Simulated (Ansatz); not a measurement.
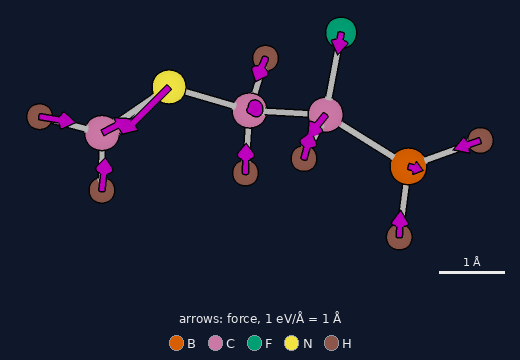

Starting geometry of C$_{3}$H$_{7}$BFN with the computed forces as purple arrows. A ball-and-stick model, seen at a tilt.

The start comes from PBE-D4/def2-SVP.

Level of theory: RKS PBE0-D4/def2-TZVP (Ansatz).

Input file:
```yaml
crystal:
  periodic: [false, false, false]
  atoms:
    - {symbol: B, position_ang: [-0.149416, -2.282178, -0.072898]}
    - {symbol: C, position_ang: [0.543646, -0.931570, 0.269476]}
    - {symbol: F, position_ang: [1.930089, -0.990859, 0.377201]}
    - {symbol: C, position_ang: [0.136319, 0.319113, -0.520252]}
    - {symbol: N, position_ang: [0.503646, 1.536233, 0.173671]}
    - {symbol: C, position_ang: [-0.382167, 2.442704, 0.298708]}
    - {symbol: H, position_ang: [0.472815, -3.323926, -0.066560]}
    - {symbol: H, position_ang: [-1.354863, -2.288605, -0.237072]}
    - {symbol: H, position_ang: [0.124417, -0.803847, 1.316537]}
    - {symbol: H, position_ang: [0.704200, 0.289244, -1.476682]}
    - {symbol: H, position_ang: [-0.953008, 0.263025, -0.773372]}
    - {symbol: H, position_ang: [-1.424964, 2.353260, -0.102825]}
    - {symbol: H, position_ang: [-0.130213, 3.382806, 0.828869]}
basis:
  gaussian: {orbitals: def2-TZVP}
hamiltonian: {xc: pbe0, dispersion: d4}
relax: {f_tol: 0.005, max_steps: 150}
```

Run as
```bash
ansatz run in.yaml --threads 4 --pin off --events-out ev --progress --plain --max-ram 10444MiB
```

Question: Is this structure relaxed? If not, where do the atoms go?

Answer: It isn't relaxed: the largest force vector, on N5, is 1.09 eV/Å. The final displacements follow the starting forces only in part (cosine between the two patterns 0.31). The largest move after the best rigid fit is that of H7, 0.14 Å. Largest moves by element: H 0.14 Å, C 0.05 Å, B 0.04 Å, F 0.03 Å, N 0.01 Å. Some distances before and after: C2–H9 1.135 → 1.110 Å, B1–H7 1.213 → 1.193 Å, B1–H8 1.217 → 1.196 Å, C6–H13 1.108 → 1.089 Å. Bond angles that change, for instance: B1–C2–H9 97.8° → 103.1°, B1–C2–C4 118.4° → 116.1°. After 13 geometry steps the energy has fallen by 0.066 eV. Largest force component: 0.89 eV/Å at the start, 0.0031 eV/Å at the end.
